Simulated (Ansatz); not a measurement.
**Run report: C2H7Ga, geometry relaxation (part 2 of 2)**

C2H7Ga; RKS r2SCAN-D4/def2-SVP (Ansatz 0.2.0). The geometry: GFN2-xTB start.

Geometry of the input (Å):
```
C  -0.2681  -0.3611  0.5770
C  -0.4429  -0.9102  -0.8499
Ga 0.7554  1.4023  0.5827
H  2.3387  1.5113  0.5817
H  0.0699  2.8323  0.5189
H  -1.2585  -0.2259  1.0335
H  0.2630  -1.1087  1.1828
H  -0.9817  -1.8584  -0.8375
H  -1.0036  -0.2066  -1.4680
H  0.5278  -1.0750  -1.3213
```

**Trajectory as extended XYZ, continued**
```
10
Properties=species:S:1:pos:R:3:forces:R:3 step=8 energy=-54555.67099
C    -0.2758   -0.3145    0.5892   -0.0290  -0.0236   0.0007
C    -0.4020   -0.8833   -0.8323   -0.0041  -0.0283  -0.0515
Ga    0.7284    1.3857    0.5760    0.0445   0.0462  -0.0065
H     2.2949    1.3618    0.4109   -0.0445  -0.0033   0.0051
H    -0.0037    2.7764    0.6392    0.0103  -0.0263   0.0091
H    -1.2769   -0.1654    1.0284    0.0108   0.0097  -0.0030
H     0.2500   -1.0412    1.2338    0.0062   0.0103   0.0008
H    -0.9462   -1.8437   -0.8436    0.0028   0.0061   0.0139
H    -0.9510   -0.2041   -1.5074    0.0060   0.0019   0.0165
H     0.5824   -1.0716   -1.2943   -0.0030   0.0073   0.0149
10
Properties=species:S:1:pos:R:3:forces:R:3 step=9 energy=-54555.67167
C    -0.2904   -0.3052    0.5854   -0.0302  -0.0230  -0.0428
C    -0.3906   -0.8919   -0.8315   -0.0068  -0.0321  -0.0425
Ga    0.7218    1.3902    0.5687    0.0674   0.0913   0.0524
H     2.2821    1.3512    0.3268   -0.1010   0.0069  -0.0016
H     0.0093    2.7880    0.7341    0.0456  -0.0815  -0.0148
H    -1.2981   -0.1504    1.0075    0.0199   0.0083  -0.0066
H     0.2253   -1.0239    1.2478    0.0038   0.0200  -0.0021
H    -0.9335   -1.8532   -0.8412    0.0045   0.0075   0.0122
H    -0.9288   -0.2215   -1.5246    0.0155  -0.0085   0.0257
H     0.6030   -1.0834   -1.2730   -0.0189   0.0112   0.0203
10
Properties=species:S:1:pos:R:3:forces:R:3 step=10 energy=-54555.67127 accepted=F
C    -0.3036   -0.2983    0.5838   -0.0282  -0.0439  -0.0247
C    -0.3791   -0.8979   -0.8302    0.0146   0.0018  -0.0326
Ga    0.7185    1.3915    0.5835    0.0835   0.1496  -0.0836
H     2.2652    1.3448    0.2372   -0.1711   0.0144   0.0608
H     0.0217    2.7950    0.8076    0.0904  -0.1468   0.0108
H    -1.3180   -0.1380    0.9882    0.0317   0.0008  -0.0052
H     0.1997   -1.0126    1.2615   -0.0145   0.0174  -0.0072
H    -0.9226   -1.8590   -0.8413    0.0050   0.0103   0.0184
H    -0.9047   -0.2327   -1.5386    0.0273  -0.0201   0.0378
H     0.6230   -1.0929   -1.2517   -0.0387   0.0166   0.0256
10
Properties=species:S:1:pos:R:3:forces:R:3 step=11 energy=-54555.67308
C    -0.2963   -0.3004    0.5806   -0.0254  -0.0154  -0.0346
C    -0.3864   -0.8980   -0.8325    0.0041  -0.0123  -0.0191
Ga    0.7207    1.3929    0.5745    0.0521   0.0831   0.0037
H     2.2726    1.3535    0.2879   -0.0852   0.0029   0.0112
H     0.0197    2.7907    0.7781    0.0406  -0.0763  -0.0006
H    -1.3064   -0.1409    0.9949    0.0169   0.0015  -0.0042
H     0.2137   -1.0147    1.2525   -0.0017   0.0129  -0.0006
H    -0.9295   -1.8591   -0.8381    0.0035   0.0065   0.0090
H    -0.9191   -0.2318   -1.5336    0.0143  -0.0117   0.0203
H     0.6108   -1.0920   -1.2643   -0.0193   0.0087   0.0148
10
Properties=species:S:1:pos:R:3:forces:R:3 step=12 energy=-54555.67513
C    -0.3043   -0.2911    0.5706   -0.0152  -0.0012  -0.0403
C    -0.3810   -0.9088   -0.8349    0.0102   0.0084   0.0193
Ga    0.7194    1.3994    0.5758    0.0270   0.0608  -0.0025
H     2.2592    1.3568    0.2375   -0.0630   0.0068   0.0089
H     0.0359    2.7929    0.8510    0.0402  -0.0699  -0.0007
H    -1.3174   -0.1246    0.9745    0.0104  -0.0057  -0.0026
H     0.1983   -0.9967    1.2576   -0.0066   0.0085   0.0006
H    -0.9235   -1.8700   -0.8303    0.0021   0.0035   0.0001
H    -0.9073   -0.2514   -1.5485    0.0112  -0.0157   0.0108
H     0.6208   -1.1065   -1.2533   -0.0164   0.0044   0.0064
10
Properties=species:S:1:pos:R:3:forces:R:3 step=13 energy=-54555.67804
C    -0.3169   -0.2776    0.5561    0.0053   0.0025  -0.0387
C    -0.3733   -0.9239   -0.8375    0.0135   0.0350   0.0582
Ga    0.7182    1.4072    0.5787   -0.0102   0.0627  -0.0158
H     2.2383    1.3674    0.1650   -0.0441   0.0050   0.0092
H     0.0643    2.7929    0.9542    0.0471  -0.0882  -0.0027
H    -1.3344   -0.1026    0.9446    0.0055  -0.0085  -0.0023
H     0.1741   -0.9711    1.2652   -0.0167   0.0089  -0.0034
H    -0.9143   -1.8856   -0.8195    0.0005   0.0006  -0.0068
H    -0.8906   -0.2804   -1.5695    0.0087  -0.0185   0.0028
H     0.6346   -1.1263   -1.2373   -0.0097   0.0006  -0.0006
10
Properties=species:S:1:pos:R:3:forces:R:3 step=14 energy=-54555.68080
C    -0.3369   -0.2571    0.5365    0.0197  -0.0215  -0.0634
C    -0.3603   -0.9444   -0.8389    0.0063   0.0595   0.0821
Ga    0.7136    1.4185    0.5738   -0.0029   0.1529   0.0548
H     2.2060    1.3827    0.0523   -0.1172   0.0240   0.0247
H     0.1094    2.7862    1.1122    0.1096  -0.2172  -0.0785
H    -1.3621   -0.0703    0.8999    0.0167  -0.0112  -0.0084
H     0.1347   -0.9326    1.2789   -0.0338   0.0367  -0.0255
H    -0.8984   -1.9071   -0.8043    0.0001   0.0016  -0.0107
H    -0.8635   -0.3229   -1.6000    0.0213  -0.0315   0.0194
H     0.6573   -1.1531   -1.2104   -0.0198   0.0067   0.0055
10
Properties=species:S:1:pos:R:3:forces:R:3 step=15 energy=-54555.68350
C    -0.3459   -0.2526    0.5337    0.0315  -0.0370  -0.0497
C    -0.3527   -0.9497   -0.8366    0.0166   0.0624   0.0752
Ga    0.7143    1.4158    0.5833   -0.0005   0.1742  -0.0394
H     2.1817    1.4023   -0.0089   -0.1197  -0.0007   0.0578
H     0.1350    2.7744    1.1638    0.0932  -0.2020  -0.0454
H    -1.3754   -0.0586    0.8815    0.0230  -0.0070  -0.0007
H     0.1108   -0.9248    1.2885   -0.0425   0.0265  -0.0238
H    -0.8945   -1.9106   -0.8034   -0.0002   0.0045  -0.0053
H    -0.8428   -0.3321   -1.6093    0.0238  -0.0300   0.0242
H     0.6695   -1.1641   -1.1925   -0.0254   0.0092   0.0071
10
Properties=species:S:1:pos:R:3:forces:R:3 step=16 energy=-54555.68952
C    -0.3697   -0.2346    0.5195   -0.0067  -0.0424  -0.1287
C    -0.3343   -0.9676   -0.8310    0.0213   0.0343   0.0462
Ga    0.6985    1.4257    0.5668    0.2075   0.1336   0.0324
H     2.1220    1.4508   -0.1465   -0.2484  -0.0098   0.0858
H     0.2158    2.7267    1.3286    0.0370  -0.1464  -0.0795
H    -1.4093   -0.0241    0.8292    0.0550  -0.0156  -0.0002
H     0.0540   -0.8884    1.3105   -0.0367   0.0573  -0.0313
H    -0.8811   -1.9256   -0.7925    0.0026   0.0060  -0.0058
H    -0.7953   -0.3684   -1.6369    0.0396  -0.0408   0.0574
H     0.6995   -1.1943   -1.1477   -0.0711   0.0238   0.0236
10
Properties=species:S:1:pos:R:3:forces:R:3 step=17 energy=-54555.69407
C    -0.3784   -0.2225    0.5111   -0.0098  -0.0752  -0.0846
C    -0.3207   -0.9758   -0.8263    0.0284   0.0496   0.0274
Ga    0.7023    1.4274    0.5750    0.1268   0.1555  -0.0425
H     2.0665    1.4728   -0.2426   -0.2080   0.0166   0.1347
H     0.2512    2.6913    1.4185    0.0824  -0.1681  -0.0928
H    -1.4223    0.0024    0.7972    0.0591  -0.0167   0.0010
H     0.0183   -0.8681    1.3233   -0.0459   0.0484  -0.0356
H    -0.8779   -1.9280   -0.7877    0.0045   0.0076  -0.0003
H    -0.7569   -0.3833   -1.6511    0.0427  -0.0436   0.0674
H     0.7179   -1.2161   -1.1172   -0.0802   0.0260   0.0252
10
Properties=species:S:1:pos:R:3:forces:R:3 step=18 energy=-54555.69978
C    -0.3887   -0.2104    0.4965   -0.0070  -0.0710  -0.0524
C    -0.3116   -0.9894   -0.8229    0.0169   0.0529   0.0071
Ga    0.6986    1.4344    0.5682    0.1015   0.1408   0.0253
H     2.0170    1.5191   -0.3092   -0.1544   0.0140   0.0968
H     0.3079    2.6497    1.5083    0.0592  -0.1631  -0.1174
H    -1.4355    0.0252    0.7624    0.0422  -0.0094  -0.0034
H    -0.0151   -0.8423    1.3305   -0.0344   0.0522  -0.0340
H    -0.8762   -1.9369   -0.7778    0.0061   0.0075  -0.0001
H    -0.7264   -0.4085   -1.6663    0.0335  -0.0410   0.0584
H     0.7301   -1.2408   -1.0897   -0.0636   0.0172   0.0197
10
Properties=species:S:1:pos:R:3:forces:R:3 step=19 energy=-54555.70509
C    -0.3962   -0.1994    0.4814    0.0438  -0.0704   0.0397
C    -0.3016   -1.0045   -0.8175    0.0023   0.0380  -0.0139
Ga    0.7078    1.4331    0.5689   -0.0353   0.1733   0.0338
H     1.9520    1.5924   -0.3880   -0.0539  -0.0087   0.0578
H     0.3660    2.5901    1.5968    0.0623  -0.1575  -0.1073
H    -1.4442    0.0563    0.7216    0.0186   0.0144  -0.0077
H    -0.0572   -0.8172    1.3407   -0.0327   0.0326  -0.0461
H    -0.8834   -1.9413   -0.7685    0.0066   0.0071  -0.0042
H    -0.6839   -0.4322   -1.6807    0.0175  -0.0312   0.0376
H     0.7407   -1.2774   -1.0546   -0.0291   0.0023   0.0103
10
Properties=species:S:1:pos:R:3:forces:R:3 step=20 energy=-54555.70824
C    -0.4052   -0.1841    0.4645    0.0196  -0.0376   0.0739
C    -0.2912   -1.0180   -0.8122   -0.0116   0.0204  -0.0299
Ga    0.6974    1.4489    0.5547    0.0545   0.0382   0.0948
H     1.8928    1.6494   -0.4544   -0.0723   0.0259   0.0398
H     0.4345    2.5159    1.6915    0.0283  -0.0800  -0.1255
H    -1.4553    0.0873    0.6791    0.0040  -0.0034  -0.0189
H    -0.0942   -0.7831    1.3484   -0.0226   0.0523  -0.0679
H    -0.8817   -1.9491   -0.7541    0.0072   0.0092  -0.0100
H    -0.6498   -0.4619   -1.6955    0.0119  -0.0278   0.0326
H     0.7527   -1.3052   -1.0221   -0.0191   0.0028   0.0110
10
Properties=species:S:1:pos:R:3:forces:R:3 step=21 energy=-54555.71047
C    -0.4077   -0.1836    0.4621    0.0346  -0.0398   0.0957
C    -0.2857   -1.0247   -0.8085   -0.0006   0.0091  -0.0327
Ga    0.7032    1.4431    0.5603    0.0216   0.0807   0.0210
H     1.8510    1.6970   -0.4908   -0.0551  -0.0091   0.0460
H     0.4709    2.4887    1.7198    0.0204  -0.0735  -0.0775
H    -1.4581    0.1025    0.6584    0.0131   0.0015  -0.0138
H    -0.1188   -0.7794    1.3551   -0.0301   0.0373  -0.0720
H    -0.8892   -1.9477   -0.7556    0.0056   0.0101  -0.0061
H    -0.6230   -0.4685   -1.7000    0.0123  -0.0209   0.0309
H     0.7573   -1.3275   -1.0009   -0.0217   0.0046   0.0086
10
Properties=species:S:1:pos:R:3:forces:R:3 step=22 energy=-54555.71175
C    -0.4084   -0.1834    0.4630    0.0198  -0.0240   0.0584
C    -0.2811   -1.0270   -0.8055    0.0061  -0.0042  -0.0231
Ga    0.7031    1.4424    0.5611    0.0149   0.0326  -0.0259
H     1.8204    1.7209   -0.5129   -0.0297  -0.0130   0.0232
H     0.4955    2.4682    1.7338    0.0034  -0.0161  -0.0052
H    -1.4591    0.1115    0.6460    0.0150  -0.0007  -0.0047
H    -0.1342   -0.7787    1.3593   -0.0233   0.0228  -0.0457
H    -0.8934   -1.9444   -0.7581    0.0043   0.0082  -0.0032
H    -0.6037   -0.4694   -1.7009    0.0112  -0.0114   0.0214
H     0.7610   -1.3401   -0.9859   -0.0217   0.0057   0.0048
10
Properties=species:S:1:pos:R:3:forces:R:3 step=23 energy=-54555.71252
C    -0.4093   -0.1807    0.4618   -0.0042  -0.0129   0.0359
C    -0.2732   -1.0316   -0.8008    0.0103  -0.0088  -0.0183
Ga    0.7031    1.4441    0.5609    0.0085   0.0099  -0.0399
H     1.7702    1.7534   -0.5544   -0.0207  -0.0016   0.0301
H     0.5320    2.4341    1.7681    0.0099   0.0005   0.0002
H    -1.4601    0.1275    0.6253    0.0177  -0.0052  -0.0029
H    -0.1585   -0.7728    1.3653   -0.0128   0.0089  -0.0230
H    -0.8997   -1.9398   -0.7605    0.0053   0.0092  -0.0017
H    -0.5716   -0.4731   -1.7038    0.0095  -0.0072   0.0153
H     0.7670   -1.3612   -0.9620   -0.0235   0.0072   0.0043
10
Properties=species:S:1:pos:R:3:forces:R:3 step=24 energy=-54555.71295
C    -0.4124   -0.1798    0.4611   -0.0279   0.0043   0.0039
C    -0.2654   -1.0373   -0.7959    0.0106  -0.0098  -0.0176
Ga    0.6988    1.4459    0.5577    0.0349   0.0125  -0.0079
H     1.7181    1.7943   -0.5904   -0.0280  -0.0059   0.0235
H     0.5804    2.4025    1.7992   -0.0019  -0.0071  -0.0136
H    -1.4633    0.1400    0.6041    0.0192  -0.0083  -0.0038
H    -0.1852   -0.7689    1.3712    0.0030   0.0035  -0.0018
H    -0.9067   -1.9357   -0.7649    0.0084   0.0122  -0.0013
H    -0.5368   -0.4771   -1.7063    0.0072  -0.0087   0.0146
H     0.7725   -1.3839   -0.9357   -0.0256   0.0073   0.0041
10
Properties=species:S:1:pos:R:3:forces:R:3 step=25 energy=-54555.71309
C    -0.4121   -0.1801    0.4620   -0.0148   0.0007  -0.0040
C    -0.2626   -1.0385   -0.7944    0.0053  -0.0052  -0.0076
Ga    0.7005    1.4448    0.5582    0.0007   0.0150   0.0010
H     1.6972    1.8056   -0.6032   -0.0054  -0.0019   0.0102
H     0.5920    2.3938    1.8064    0.0048  -0.0088  -0.0112
H    -1.4624    0.1441    0.5986    0.0114  -0.0030  -0.0008
H    -0.1924   -0.7691    1.3735    0.0029  -0.0016   0.0023
H    -0.9111   -1.9315   -0.7684    0.0050   0.0065  -0.0015
H    -0.5221   -0.4759   -1.7064    0.0040  -0.0052   0.0090
H     0.7731   -1.3933   -0.9262   -0.0140   0.0035   0.0025
```

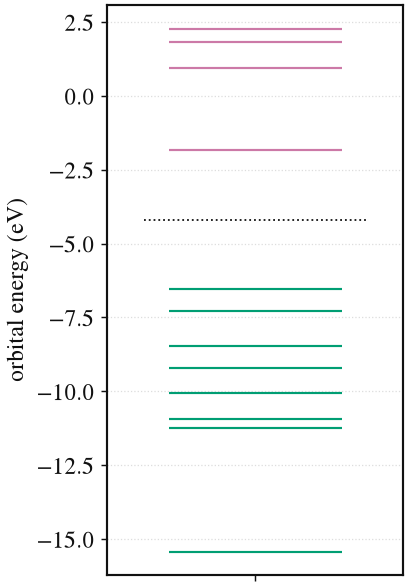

Fig. 1: Orbital energies near the frontier; the dotted line parts filled from empty levels, and levels within 0.02 eV of each other stand side by side. Highest filled −6.55 eV, lowest empty −1.85 eV, 4.70 eV apart.

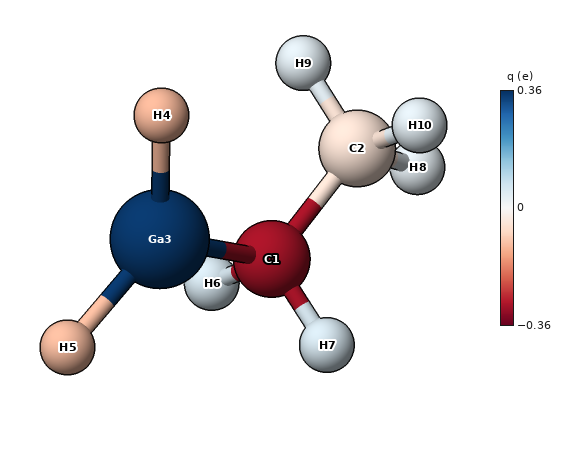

Fig. 2: Mulliken charges, as the colour of each atom (ball-and-stick view, seen at a tilt; atoms are numbered from 1 in the order of the input). By element: C −0.29 to −0.05, Ga +0.35 and H −0.12 to +0.06 e.

**Key numbers**

| quantity | value |
| --- | --- |
| outcome | converged |
| total energy | −54555.7131 eV |
| mean-field energy | −54555.6743 eV |
| dispersion energy | −0.0388 eV |
| SCF solution under orbital rotations | stable |
| HOMO | −6.55 eV |
| LUMO | −1.85 eV |
| largest force (length of the vector) at the end | 0.015 eV/Å |
| dipole moment | 0.79 D |
| wall time | 34 s (CPU time 64 s) |
| peak memory | 0.16 GiB |
